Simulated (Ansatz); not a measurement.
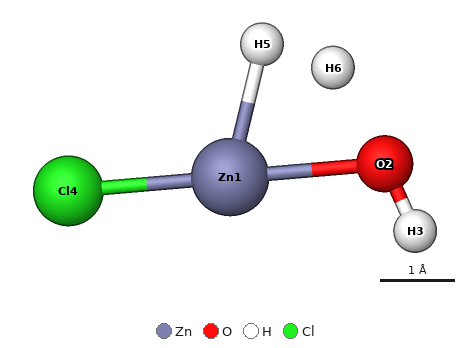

Figure 1. The input geometry (ball-and-stick view, seen on its broad side; atoms are numbered from 1 in the order of the input). Sticks mark near contacts.

# Geometry relaxation of ZnH$_{3}$ClO

- system: ZnH$_{3}$ClO
- method: RKS B3LYP-D4/def2-TZVP (Ansatz 0.2.0)

The input holds or restrains some coordinates. It belongs to a series of runs on one base structure; here: pulled along the bonds that form and break, towards end A. Figures and captions count atoms from 1; the log counts them from 0 in places.

## What the program printed
```
The last accepted step is kept in [file] (removed where the run ends without a failure and the disk answers)
Engine: ansatz 0.2.0, aarch64-unknown-linux-gnu
Functional definition: B3LYP
  parameter a0 = 0.2
  parameter ax = 0.72
  parameter ac = 0.81
  exchange = (1 - a0 - ax)*slater_x + ax*b88_x + a0*exact_x
  correlation = (1 - ac)*vwn_rpa_c + ac*lyp_c
1071 factors; their error is unknown
mean field evaluation 1: about -63032.1164 eV, gradient 7.4e1 eV
mean field evaluation 2: about -62929.3865 eV, gradient 2.0e2 eV
mean field evaluation 4: about -63040.2298 eV, gradient 2.5e1 eV
mean field evaluation 8: about -63041.0566 eV, gradient 1.7e-1 eV
mean field evaluation 16: about -63041.1517 eV, gradient 2.2e-4 eV
mean field -63041.15170940 eV, -2316.7195944931 hartree, gradient 1.9e-5 eV, S^2 0.000000; 0 other end points of the search recorded, 0 dependent functions left out
the calculation of the forces begins
reference -63041.15195256 eV, -2316.7196034290 hartree; 29, 29 occupied and 105, 105 virtual orbitals, 1071 factors
relax step   1: F+E_penalty+E_count = -63041.30852721 eV  Δ(F+E_penalty+E_count) = +0.000e0 eV  max|allowed force component| = 2.754e0 eV/Å  E_restraint = 23.61966383 eV  max|allowed force component, restraints' pulls added| = 2.445e1 eV/Å  Δτ_max = 0.0000 Å  (30 SCF iters, accepted)
  distance Zn 0 - H 4 = 1.8701 Å
  distance H 5 - O 1 = 1.4991 Å
  distance Zn 0 - O 1 = 2.1400 Å
  distance H 5 - H 4 = 1.0300 Å
these checks for a lower state are left out or cut short: starts, cluster_reference, orbital_swaps, neighbouring_geometries, increment
1071 factors; their error is unknown
mean field -63042.11745135 eV, -2316.7550848553 hartree, gradient 1.0e-5 eV, S^2 0.000000; 0 other end points of the search recorded, 0 dependent functions left out
the calculation of the forces begins
reference -63042.11769890 eV, -2316.7550939524 hartree; 29, 29 occupied and 105, 105 virtual orbitals, 1071 factors
relax step   2: F+E_penalty+E_count = -63042.25452605 eV  Δ(F+E_penalty+E_count) = -9.460e-1 eV  max|allowed force component| = 2.735e0 eV/Å  E_restraint = 9.45430565 eV  max|allowed force component, restraints' pulls added| = 1.571e1 eV/Å  Δτ_max = 0.1949 Å  (36 SCF iters, accepted)
  distance Zn 0 - H 4 = 2.1996 Å
  distance H 5 - O 1 = 1.7513 Å
  distance Zn 0 - O 1 = 2.0522 Å
  distance H 5 - H 4 = 0.8207 Å
these checks for a lower state are left out or cut short: starts, cluster_reference, orbital_swaps, neighbouring_geometries, increment
1071 factors; their error is unknown
mean field evaluation 32: about -63042.4761 eV, gradient 4.4e-5 eV
mean field -63042.47610710 eV, -2316.7682652109 hartree, gradient 1.1e-5 eV, S^2 0.000000; 0 other end points of the search recorded, 0 dependent functions left out
the calculation of the forces begins
reference -63042.47635625 eV, -2316.7682743670 hartree; 29, 29 occupied and 105, 105 virtual orbitals, 1071 factors
relax step   3: F+E_penalty+E_count = -63042.61033009 eV  Δ(F+E_penalty+E_count) = -3.558e-1 eV  max|allowed force component| = 2.736e0 eV/Å  E_restraint = 1.91813437 eV  max|allowed force component, restraints' pulls added| = 8.275e0 eV/Å  Δτ_max = 0.1946 Å  (39 SCF iters, accepted)
  distance Zn 0 - H 4 = 2.4977 Å
  distance H 5 - O 1 = 2.0253 Å
  distance Zn 0 - O 1 = 1.9250 Å
  distance H 5 - H 4 = 0.6974 Å
these checks for a lower state are left out or cut short: starts, cluster_reference, orbital_swaps, neighbouring_geometries, increment
1071 factors; their error is unknown
mean field -63042.85739355 eV, -2316.7822772293 hartree, gradient 1.9e-5 eV, S^2 0.000000; 0 other end points of the search recorded, 0 dependent functions left out
the calculation of the forces begins
reference -63042.85764565 eV, -2316.7822864941 hartree; 29, 29 occupied and 105, 105 virtual orbitals, 1071 factors
relax step   4: F+E_penalty+E_count = -63042.99294782 eV  Δ(F+E_penalty+E_count) = -3.826e-1 eV  max|allowed force component| = 2.087e0 eV/Å  E_restraint = 0.02899526 eV  max|allowed force component, restraints' pulls added| = 1.433e0 eV/Å  Δτ_max = 0.1951 Å  (31 SCF iters, accepted)
  distance Zn 0 - H 4 = 2.7655 Å
  distance H 5 - O 1 = 2.2361 Å
  distance Zn 0 - O 1 = 1.7733 Å
  distance H 5 - H 4 = 0.6908 Å
these checks for a lower state are left out or cut short: starts, cluster_reference, orbital_swaps, neighbouring_geometries, increment
1071 factors; their error is unknown
mean field -63042.85154086 eV, -2316.7820621469 hartree, gradient 9.9e-6 eV, S^2 0.000000; 0 other end points of the search recorded, 0 dependent functions left out
the calculation of the forces begins
reference -63042.85179262 eV, -2316.7820713992 hartree; 29, 29 occupied and 105, 105 virtual orbitals, 1071 factors
relax step   5: F+E_penalty+E_count = -63042.98729805 eV  Δ(F+E_penalty+E_count) = +5.650e-3 eV  max|allowed force component| = 2.517e0 eV/Å  E_restraint = 0.01421214 eV  max|allowed force component, restraints' pulls added| = 2.147e0 eV/Å  Δτ_max = 0.0463 Å  (31 SCF iters, accepted)
  distance Zn 0 - H 4 = 2.7653 Å
  distance H 5 - O 1 = 2.2295 Å
  distance Zn 0 - O 1 = 1.7750 Å
  distance H 5 - H 4 = 0.6779 Å
these checks for a lower state are left out or cut short: starts, cluster_reference, orbital_swaps, neighbouring_geometries, increment
1071 factors; their error is unknown
mean field -63042.91447532 eV, -2316.7843749459 hartree, gradient 2.2e-5 eV, S^2 0.000000; 0 other end points of the search recorded, 0 dependent functions left out
the calculation of the forces begins
reference -63042.91472762 eV, -2316.7843842175 hartree; 29, 29 occupied and 105, 105 virtual orbitals, 1071 factors
relax step   6: F+E_penalty+E_count = -63043.05133310 eV  Δ(F+E_penalty+E_count) = -6.404e-2 eV  max|allowed force component| = 9.011e-1 eV/Å  E_restraint = 0.22911192 eV  max|allowed force component, restraints' pulls added| = 3.725e0 eV/Å  Δτ_max = 0.1951 Å  (30 SCF iters, rejected (line search))
  distance Zn 0 - H 4 = 2.7793 Å
  distance H 5 - O 1 = 2.1971 Å
  distance Zn 0 - O 1 = 1.7952 Å
  distance H 5 - H 4 = 0.7825 Å
these checks for a lower state are left out or cut short: starts, cluster_reference, orbital_swaps, neighbouring_geometries, increment
1071 factors; their error is unknown
mean field -63042.95484847 eV, -2316.7858586315 hartree, gradient 1.5e-5 eV, S^2 0.000000; 0 other end points of the search recorded, 0 dependent functions left out
the calculation of the forces begins
reference -63042.95510009 eV, -2316.7858678784 hartree; 29, 29 occupied and 105, 105 virtual orbitals, 1071 factors
relax step   7: F+E_penalty+E_count = -63043.09085735 eV  Δ(F+E_penalty+E_count) = -1.036e-1 eV  max|allowed force component| = 1.029e0 eV/Å  E_restraint = 0.04266391 eV  max|allowed force component, restraints' pulls added| = 2.585e-1 eV/Å  Δτ_max = 0.0940 Å  (32 SCF iters, accepted)
  distance Zn 0 - H 4 = 2.7679 Å
  distance H 5 - O 1 = 2.2142 Å
  distance Zn 0 - O 1 = 1.7848 Å
  distance H 5 - H 4 = 0.7129 Å
these checks for a lower state are left out or cut short: starts, cluster_reference, orbital_swaps, neighbouring_geometries, increment
1071 factors; their error is unknown
mean field evaluation 64: about -63042.8487 eV, gradient 3.6e0 eV
mean field -63042.96412638 eV, -2316.7861995888 hartree, gradient 1.2e-5 eV, S^2 0.000000; 0 other end points of the search recorded, 0 dependent functions left out
the calculation of the forces begins
reference -63042.96437848 eV, -2316.7862088532 hartree; 29, 29 occupied and 105, 105 virtual orbitals, 1071 factors
relax step   8: F+E_penalty+E_count = -63043.09972005 eV  Δ(F+E_penalty+E_count) = -8.863e-3 eV  max|allowed force component| = 1.126e0 eV/Å  E_restraint = 0.03902886 eV  max|allowed force component, restraints' pulls added| = 4.613e-2 eV/Å  Δτ_max = 0.0702 Å  (30 SCF iters, accepted)
```

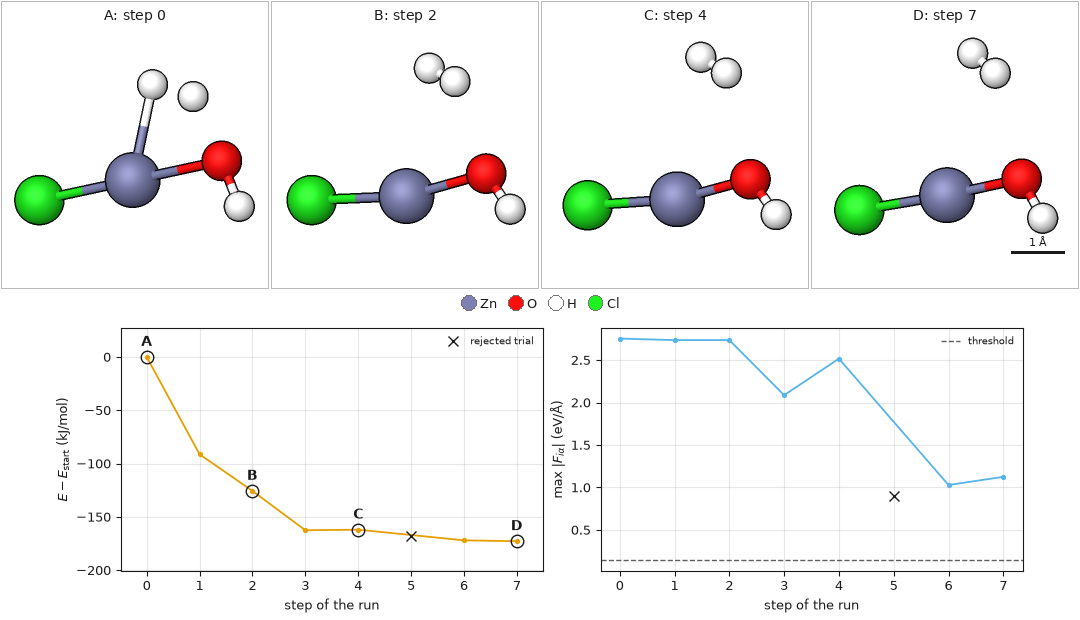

Figure 2. Frames of the restrained relaxation (ball-and-stick view, seen at a tilt) above the curves, on which the letters mark them (the first geometry is step 0 here and step 1 in the log).

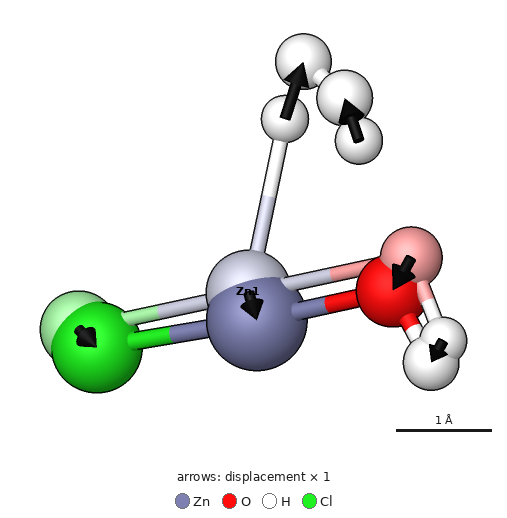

Figure 3. Start (faint) and end (solid) with the displacements as black arrows, at true length (ball-and-stick view, seen at a tilt). The two geometries are laid on each other by the best rigid fit. The energy falls by 172.8 kJ/mol in 7 geometry steps. The largest force component goes from 2.8 to 1.1 eV/Å. The line search rejected the trial step at point 5 (counted from 0) and went back. The atom that moves furthest after the best rigid fit is H5 (0.63 Å). Largest moves by element: H 0.63 Å, O 0.41 Å, Cl 0.33 Å, Zn 0.32 Å. Among the contacts that change: Zn1–H5 1.870 → 2.770 Å, Zn1–O2 2.140 → 1.787 Å, H5–H6 1.030 → 0.711 Å, Zn1–Cl4 2.240 → 2.098 Å. New bonds form: H5–H6 (1.03 → 0.71 Å). Among the angles that change: Zn1–O2–H3 109.5° → 117.2°, O2–Zn1–Cl4 180.0° → 177.7°. (Atoms are counted from 1 in the order of the input.)

```
  distance Zn 0 - H 4 = 2.7702 Å
  distance H 5 - O 1 = 2.2150 Å
  distance Zn 0 - O 1 = 1.7869 Å
  distance H 5 - H 4 = 0.7107 Å
1071 factors; their error is unknown
mean field -63042.96412638 eV, -2316.7861995888 hartree, gradient 5.3e-5 eV, S^2 0.000000; 1 other end points of the search recorded, 0 dependent functions left out
the calculation of the forces begins
reference -63042.96437848 eV, -2316.7862088532 hartree; 29, 29 occupied and 105, 105 virtual orbitals, 1071 factors
Total energy: -63043.09997215 eV, -2316.7911918286 hartree
Atom 0 at    -0.300185    -0.087546     0.083237 Å, force    -0.026050    -0.010140     0.130380 eV/Å
Atom 1 at    -0.287578    -0.090299     1.870045 Å, force    -0.108397    -0.029897    -0.030039 eV/Å
Atom 2 at    -1.107198    -0.326530     2.314674 Å, force    -0.019249    -0.003787    -0.046133 eV/Å
Atom 3 at    -0.232426    -0.062175    -2.013840 Å, force    -0.000837     0.000479    -0.022362 eV/Å
Atom 4 at     2.261645     0.618633     0.865605 Å, force     1.013153     0.263036    -1.125603 eV/Å
Atom 5 at     1.791842     0.498717     1.385178 Å, force    -0.858621    -0.219690     1.093757 eV/Å
Dipole moment:    -0.252367    -0.072579     0.222425 e Å
```

## Trajectory as extended XYZ (Å, eV, eV/Å), 8 frames, from step=1 to step=8
```
6
Properties=species:S:1:pos:R:3:forces:R:3 step=1 energy=-63041.30853
Zn    0.0000    0.0000    0.0000    0.2634   0.0823   0.8641
O     0.0000    0.0000    2.1400   -2.6791  -0.7721  -1.9976
H    -0.9095   -0.2814    2.4771    1.8896   0.5649  -0.0244
Cl    0.0000    0.0000   -2.2400   -0.2114  -0.0599   1.3467
H     1.7115    0.4692    0.5897   -0.2221  -0.0479   2.5648
H     1.3241    0.3630    1.5381    0.9595   0.2327  -2.7536
6
Properties=species:S:1:pos:R:3:forces:R:3 step=2 energy=-63042.25453
Zn   -0.1580   -0.0432    0.0293    0.3688   0.1031   1.0659
O    -0.1041   -0.0276    2.0808   -0.3514  -0.0849  -2.7354
H    -0.9264   -0.2869    2.4877   -0.5136  -0.1550   0.3807
Cl   -0.0046   -0.0013   -2.2225   -0.2214  -0.0610   1.5898
H     1.8591    0.5098    0.7104   -0.3549  -0.0900   1.1203
H     1.4601    0.3999    1.4192    1.0726   0.2879  -1.4213
6
Properties=species:S:1:pos:R:3:forces:R:3 step=3 energy=-63042.61033
Zn   -0.3167   -0.0868    0.0698    0.4782   0.1266   0.3586
O    -0.2174   -0.0579    1.9921    1.0362   0.3452  -2.7358
H    -0.9649   -0.2982    2.4949   -1.5198  -0.4772   0.7534
Cl   -0.0099   -0.0027   -2.1850   -0.3483  -0.0945   1.7820
H     1.9953    0.5472    0.7707    1.2851   0.3575  -1.9365
H     1.6396    0.4493    1.3624   -0.9315  -0.2575   1.7783
6
Properties=species:S:1:pos:R:3:forces:R:3 step=4 energy=-63042.99295
Zn   -0.4133   -0.1150    0.0791    0.2886   0.0761  -0.8965
O    -0.2950   -0.0775    1.8481    0.0026   0.0071   0.1593
H    -1.0305   -0.3167    2.4118   -0.2483  -0.0728  -0.0273
Cl   -0.1131   -0.0311   -2.0636   -0.2313  -0.0639   0.8472
H     2.1566    0.5922    0.8164    1.2850   0.3585  -2.0866
H     1.8213    0.4989    1.4131   -1.0966  -0.3049   2.0039
6
Properties=species:S:1:pos:R:3:forces:R:3 step=5 energy=-63042.98730
Zn   -0.3775   -0.1089    0.0810    0.1587   0.0507  -0.6433
O    -0.3003   -0.0772    1.8540    0.0412   0.0121   0.1275
H    -1.0501   -0.3163    2.3993   -0.2259  -0.0691  -0.0541
Cl   -0.1349   -0.0388   -2.0500   -0.1516  -0.0456   0.6311
H     2.1786    0.6265    0.8374    1.7682   0.7455  -2.5169
H     1.8103    0.4654    1.3832   -1.5905  -0.6936   2.4557
6
Properties=species:S:1:pos:R:3:forces:R:3 step=6 energy=-63043.05133 accepted=F
Zn   -0.2317   -0.0836    0.0868   -0.3090  -0.0149   0.6471
O    -0.3185   -0.0752    1.8798   -0.2672  -0.0983   0.1151
H    -1.1343   -0.3152    2.3475    0.3329   0.0725  -0.4333
Cl   -0.2239   -0.0705   -1.9923    0.0603   0.0014  -0.3555
H     2.2790    0.7763    0.9120   -0.7181  -0.6772   0.3654
H     1.7555    0.3190    1.2712    0.9011   0.7165  -0.3387
6
Properties=species:S:1:pos:R:3:forces:R:3 step=7 energy=-63043.09086
Zn   -0.3219   -0.0883    0.0890   -0.0030  -0.0238  -0.0848
O    -0.3023   -0.1011    1.8736   -0.1463  -0.0327   0.0974
H    -1.0936   -0.3284    2.3745    0.0426   0.0202  -0.2167
Cl   -0.1654   -0.0423   -2.0200   -0.0510  -0.0076   0.2255
H     2.2560    0.5811    0.8425    0.9926   0.1270  -1.0289
H     1.7533    0.5298    1.3453   -0.8350  -0.0831   1.0074
6
Properties=species:S:1:pos:R:3:forces:R:3 step=8 energy=-63043.09972
Zn   -0.3002   -0.0875    0.0832   -0.0261  -0.0101   0.1304
O    -0.2876   -0.0903    1.8700   -0.1084  -0.0299  -0.0300
H    -1.1072   -0.3265    2.3147   -0.0192  -0.0038  -0.0461
Cl   -0.2324   -0.0622   -2.0138   -0.0008   0.0005  -0.0224
H     2.2616    0.6186    0.8656    1.0132   0.2630  -1.1256
H     1.7918    0.4987    1.3852   -0.8586  -0.2197   1.0938
```

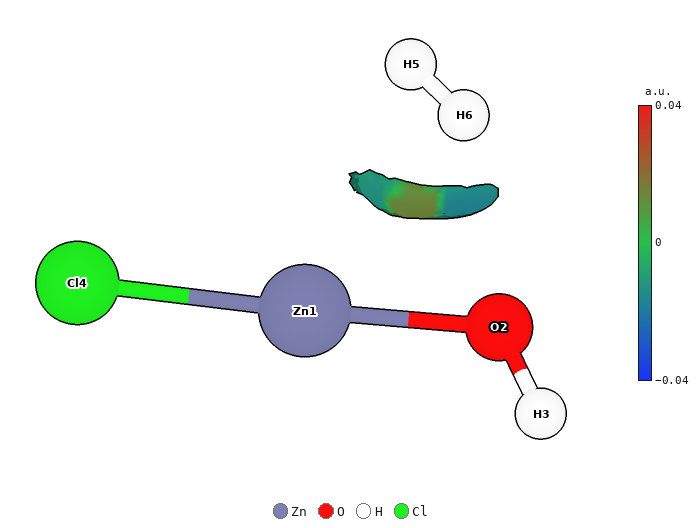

Figure 4. Non-covalent interaction (NCI) plot: the surface where the reduced density gradient is 0.4, for densities under 0.05 a.u., coloured by sign(λ₂)ρ; seen at a tilt.

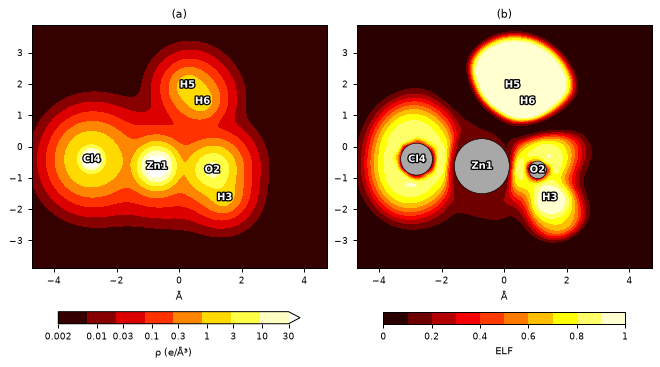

Figure 5. (a) electron density; (b) ELF on the molecular plane. Grey discs, where drawn, cover atomic cores. The section cuts through Zn, O, H and Cl sites. Zn1···H6 (2.53 Å): ρ is about 0.1 e/Å³ halfway, with its minimum of 0.08 e/Å³ about 1.5 Å from Zn; the ELF is only about 0.05 between them; a non-bonded, intermolecular contact. Zn–O (1.79 Å): ρ at the midpoint is about 0.87 e/Å³; the ELF peaks at about 0.85 in the valence shell of O, 0.6 Å from its nucleus, and is about 0.20 at the midpoint. Zn–Cl (2.10 Å): ρ at the midpoint is about 0.74 e/Å³; the ELF peaks at about 0.85 in the valence shell of Cl, 0.8 Å from its nucleus, and is about 0.45 at the midpoint. H–H (0.71 Å): ρ is about 1.9 e/Å³ halfway; the ELF peaks at about 1 between the atoms; a covalent bond by its length. O–H (0.96 Å): ρ is about 3.7 e/Å³ halfway, with its minimum of 2.4 e/Å³ about 0.8 Å from O; the ELF climbs to about 1 towards the hydrogen, as it does in any bond to H (a covalent bond by its length).

The run was set up as follows.

## Input file
```yaml
crystal:
  periodic: [false, false, false]
  atoms:
    - { symbol: Zn, position_ang: [0.0, 0.0, 0.0] }
    - { symbol: O, position_ang: [0.0, 0.0, 2.14] }
    - { symbol: H, position_ang: [-0.9095, -0.2814, 2.4771] }
    - { symbol: Cl, position_ang: [0.0, 0.0, -2.24] }
    - { symbol: H, position_ang: [1.7115, 0.4692, 0.5897] }
    - { symbol: H, position_ang: [1.3241, 0.363, 1.5381] }
basis:
  gaussian: { orbitals: def2-TZVP }
hamiltonian:
  xc: b3lyp
  dispersion: d4
relax:
  f_tol: 0.15
  max_steps: 25
  restrain:
    - { distance: [0, 4], at: 2.77, k: 30.0 }
    - { distance: [5, 1], at: 2.21, k: 30.0 }
    - { distance: [0, 1], at: 1.79, k: 30.0 }
    - { distance: [5, 4], at: 0.66, k: 30.0 }
output:
  orbitals: {}
```

Launched with:
```bash
ansatz run input.yaml --threads 4 --pin off --max-ram 5120MiB --backend cpu --events-out ev --progress --plain --runs-dir out
```

## Key numbers

- outcome: converged under the restraints of the input
- total energy: −63043.1000 eV
- mean-field energy: −63042.9644 eV
- largest force (length of the vector) at the end, held atoms and coordinates included: 1.537 eV/Å
- hardware: 4 threads of Arm Neoverse V1, 24 GiB of memory available, shared host
- wall time: 15 s (CPU time 55 s)
- peak memory: 0.32 GiB
